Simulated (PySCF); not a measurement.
C$_{4}$H$_{4}$, SMILES `C=C1C=C1`.

Method: aug-cc-pVDZ basis; geometry: GFN2-xTB; program: PySCF. No frequency check shows the geometry to be a minimum.

The calculation's input:

```python
import numpy as np
from pyscf import gto, scf, dft, mcscf, mrpt
from pyscf.mcscf import avas

def solve(mol, dm0=None, hcore=None):
    mf = scf.ROHF(mol) if mol.spin else scf.RHF(mol)
    mf = mf.density_fit(auxbasis='def2-universal-jkfit')
    mf.conv_tol, mf.max_cycle = 1e-8, 80
    if hcore is not None:
        mf.get_hcore = lambda *args: hcore
    mf.kernel(dm0)
    if not mf.converged:
        mf = mf.newton().run(mf.mo_coeff, mf.mo_occ, max_cycle=30)
    assert mf.converged, 'SCF not converged'
    return mf

mol = gto.M(atom='''
C     -1.57951    -0.00011     0.00000
C     -0.27039     0.00030     0.00000
C      1.01976     0.66179     0.00000
C      1.01980    -0.66191     0.00000
H     -2.14169    -0.91822     0.00000
H     -2.14175     0.91791     0.00000
H      1.57272     1.57019     0.00000
H      1.57281    -1.57028     0.00000
''', basis='aug-cc-pvdz', charge=0, spin=0, verbose=4)
mf = solve(mol)
ncas, nel, orbs = avas.avas(mf, ['C 2pz'], threshold=0.5, openshell_option=3)
print('active space', nel, ncas)
assert 2 <= ncas <= 10, 'active space too large or empty'
mc = mcscf.CASSCF(mf, ncas, nel)
mc.natorb, mc.max_cycle_macro = True, 60
mc.fix_spin_(ss=mol.spin / 2 * (mol.spin / 2 + 1))
mc.kernel(orbs)
occ = mc.mo_occ[mc.ncore:mc.ncore + ncas]
print('natural occupations', occ.round(4))
e2 = mrpt.NEVPT(mc).kernel()
out = dict(c=mc.mo_coeff[:, mc.ncore:mc.ncore + ncas], occ=occ, e=mc.e_tot, e2=e2, ehf=mf.e_tot, ok=mc.converged, nel=nel, w0=abs(mc.ci).max() ** 2, dm=mc.make_rdm1())
# the other spin state at the same geometry
other = mol.copy().set(spin=2).build()
mo = scf.ROHF(other).density_fit(auxbasis='def2-universal-jkfit').run()
na = (nel + other.spin) // 2
m2 = mcscf.CASSCF(mo, ncas, (na, nel - na))
m2.natorb = True
m2.fix_spin_(ss=other.spin / 2 * (other.spin / 2 + 1))
m2.kernel(mc.mo_coeff)
e2o = mrpt.NEVPT(m2).kernel()
print('other state above this one / eV: CASSCF', (m2.e_tot - mc.e_tot) * 27.211386, 'NEVPT2', (m2.e_tot + e2o - mc.e_tot - e2) * 27.211386)
np.savez('result.npz', eo=m2.e_tot, e2o=e2o, oko=m2.converged, occo=m2.mo_occ[mc.ncore:mc.ncore + ncas], co=m2.mo_coeff[:, mc.ncore:mc.ncore + ncas], **out)
```

Command:

```sh
OMP_NUM_THREADS=1 python input.py
```

The run took 44 s on 1 thread of Arm Neoverse V2, on a shared host, peak memory 0.32 GiB.

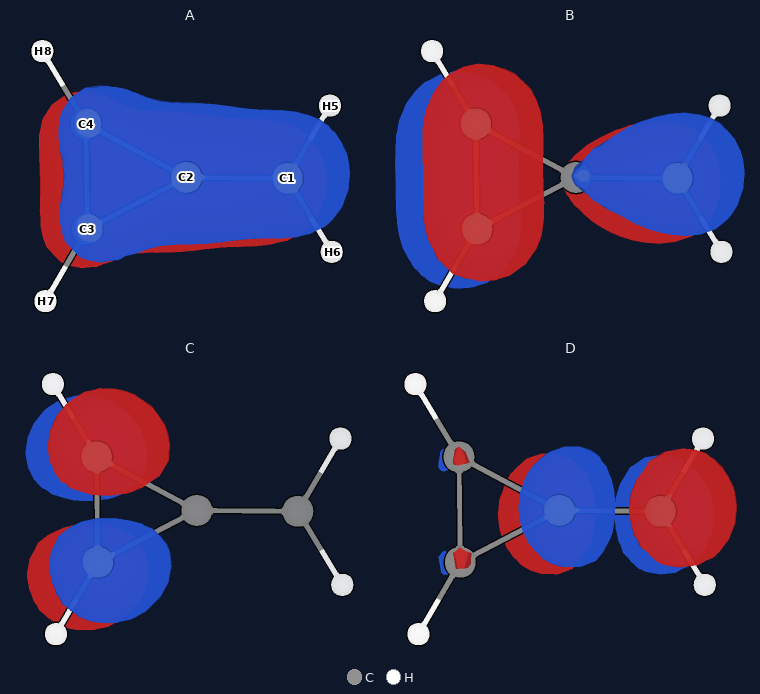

Natural orbitals of the π active space, CASSCF(4,4), singlet state, in order of falling occupation.

**What are the natural occupation numbers?**

A 1.95, B 1.92, C 0.07, D 0.06.

**How multiconfigurational is the state?**

The leading determinant weighs 0.94; the effective number of unpaired electrons, Σ n²(2−n)², is 0.07; the most occupied of the weakly occupied orbitals holds 0.07 e, as in an ordinary closed-shell π system. The active space lowers the energy by 1.23 eV against Hartree–Fock.

**Where does the lowest triplet lie relative to the singlet, at this geometry and within this active space?**

3.63 eV above it by strongly contracted NEVPT2 (+3.58 eV by CASSCF); a small basis tends to put such gaps a few tenths of an eV too high. This is a vertical energy for π states alone; a state that uses lone pairs or σ orbitals may lie lower.
